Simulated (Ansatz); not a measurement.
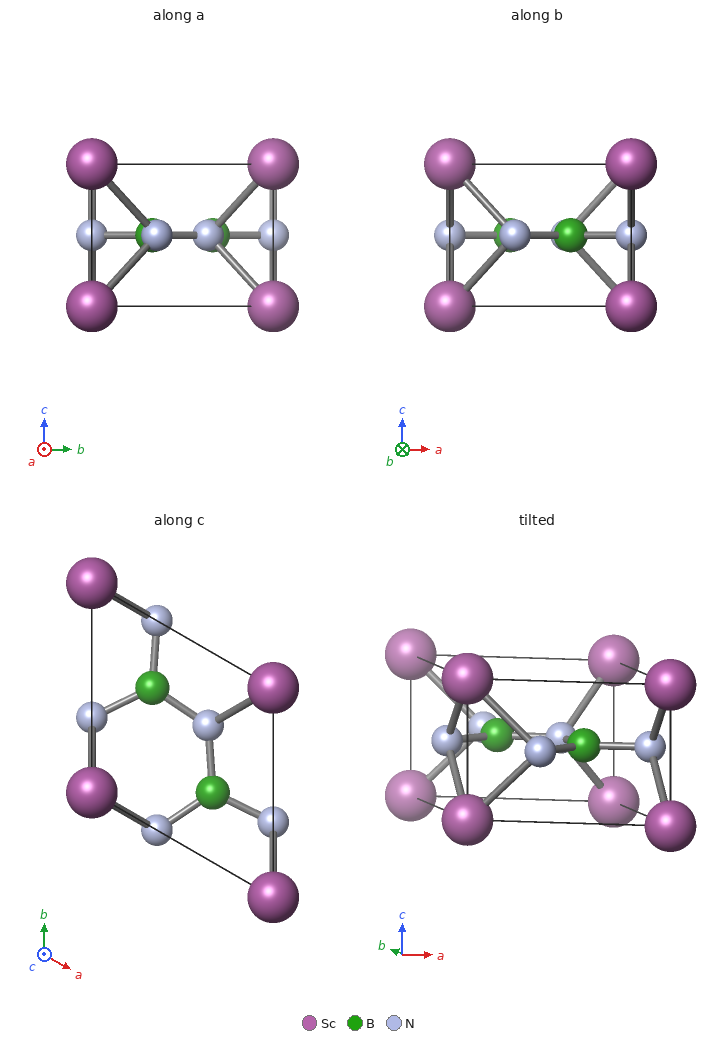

We look at a ball-and-stick model of the crystal along the a axis, along the b axis, along the c axis and slightly off an axis. The parallelepiped is the conventional unit cell.

Lattice parameters: a = 4.5606 Å, b = 4.5606 Å, c = 3.0997 Å, α = 90.000°, β = 90.000°, γ = 120.000°.

Give the structure in the form of a CIF with its space group and independent sites, with free fractional coordinates to two decimals.

Answer.
```cif
data_structure
_symmetry_space_group_name_H-M 'P -6 2 m'
_symmetry_Int_Tables_number 189
_cell_length_a 4.5606
_cell_length_b 4.5606
_cell_length_c 3.0997
_cell_angle_alpha 90.000
_cell_angle_beta 90.000
_cell_angle_gamma 120.000
_cell_volume 55.83
loop_
_atom_site_label
_atom_site_type_symbol
_atom_site_symmetry_multiplicity
_atom_site_Wyckoff_symbol
_atom_site_fract_x
_atom_site_fract_y
_atom_site_fract_z
_atom_site_occupancy
Sc1 Sc 1 a 0.00 0.00 0.00 1
B1 B 2 d 0.3333 0.6667 0.50 1
N1 N 3 g 0.36 0.00 0.50 1
```

The model was built from a random cell made by a generator, so it need not be a real form of the compound. A relaxation with DFT PBE, scalar-relativistic, plane waves, PAW in Ansatz 0.2.0 gave the geometry drawn.
